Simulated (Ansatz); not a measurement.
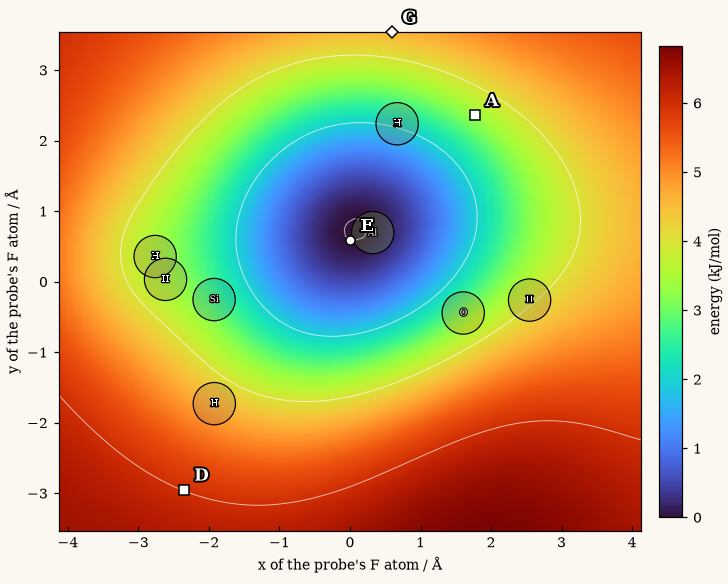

AlH₅OSi (SMILES [OH][AlH][SiH3]) with the probe HF. The probe is moved over a plane parallel to the molecule's main plane, 3.99 Å above it. First axis: x of the probe's F atom. Second axis: y of the probe's F atom. Nothing is relaxed (molecule and probe rigid, the probe upright with F nearest the plane). The scan uses a 15 × 13 grid. Points are written as (first, second). All energies are given in kJ/mol relative to the lowest grid point. Method: Ansatz, RKS CAM-B3LYP-D4/def2-SVPD.

In the figure: a smooth colour map with a few white contour lines, labelled circles for the molecule's atoms, projected on the plane, lettered points. Between grid points the surface is interpolated.

Is E the lowest point of the computed grid?

Yes. E, at (0.00 Å, 0.59 Å), has the lowest energy of the grid.

What kind of point is each of A, D, E: minimum, saddle, maximum or slope?

A: on a slope; D: on a slope; E: minimum. (In these two coordinates alone; a stationary point may lie a little off the grid point.)

Rank the lettered points by energy, lowest first.

E (0.0 kJ/mol), A (3.3 kJ/mol), G (4.6 kJ/mol), D (6.0 kJ/mol).
